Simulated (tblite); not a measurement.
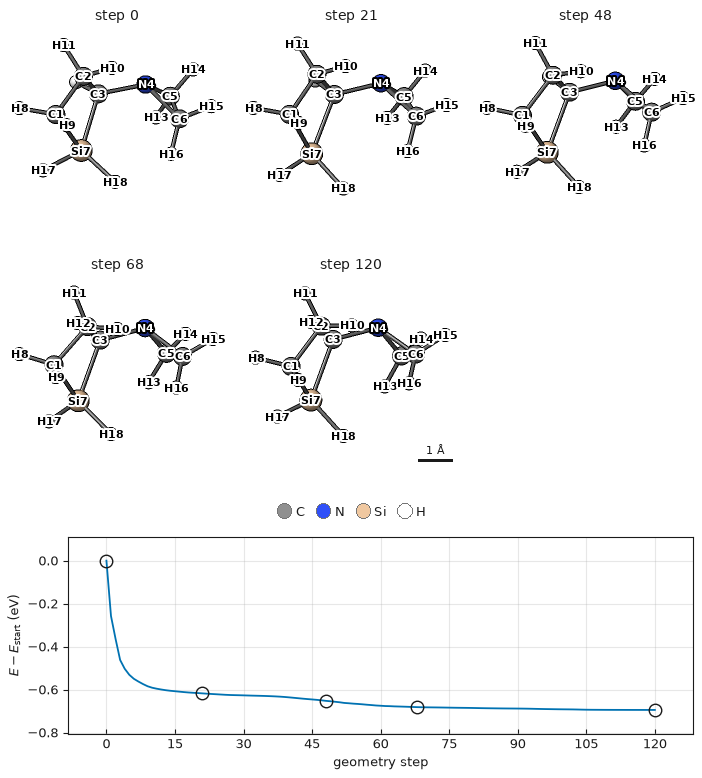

Frames of a relaxation of C5H11NSi, marked on the history of the run. A ball-and-stick model, seen at a tilt.

Level of theory: tblite 0.8.0, GFN2-xTB geometry optimisation, gas phase. 

> What happens along the run?

Over 120 geometry steps the energy falls by 0.695 eV. The atom that moves furthest after the best rigid fit is H16 (0.84 Å). By element the largest moves are H 0.84 Å, C 0.43 Å, N 0.27 Å, Si 0.26 Å. Among the contacts that change: C3–Si7 1.839 → 1.941 Å, C6–H15 1.131 → 1.082 Å, C1–C2 1.502 → 1.541 Å, C2–H11 1.119 → 1.089 Å. Among the angles between lasting bonds that change: C1–Si7–H17 106.0° → 118.8°, N4–C3–H12 115.3° → 105.7°, H8–C1–H9 115.1° → 107.2°. Groups turn about C3–N4 by about 35°. From step 0 to 21: H18 moves most (0.26 Å), energy −0.618 eV. From step 21 to 48: H14 moves most (0.37 Å), energy −0.035 eV. From step 48 to 68: H atoms move most (0.29 Å), energy −0.029 eV. From step 68 to 120: H18 moves most (0.29 Å), energy −0.013 eV.

| step | E − E(0), eV |
| --- | --- |
| 0 | 0.0000 |
| 1 | -0.2577 |
| 2 | -0.3641 |
| 3 | -0.4623 |
| 4 | -0.5031 |
| 5 | -0.5311 |
| 6 | -0.5498 |
| 7 | -0.5627 |
| 8 | -0.5743 |
| 9 | -0.5844 |
| 10 | -0.5913 |
| 16 | -0.6098 |
| 22 | -0.6191 |
| 27 | -0.6252 |
| 33 | -0.6287 |
| 39 | -0.6344 |
| 45 | -0.6459 |
| 51 | -0.6590 |
| 56 | -0.6685 |
| 62 | -0.6772 |
| 68 | -0.6817 |
| 74 | -0.6837 |
| 79 | -0.6852 |
| 85 | -0.6873 |
| 91 | -0.6885 |
| 97 | -0.6910 |
| 103 | -0.6928 |
| 108 | -0.6942 |
| 114 | -0.6946 |
| 120 | -0.6948 |
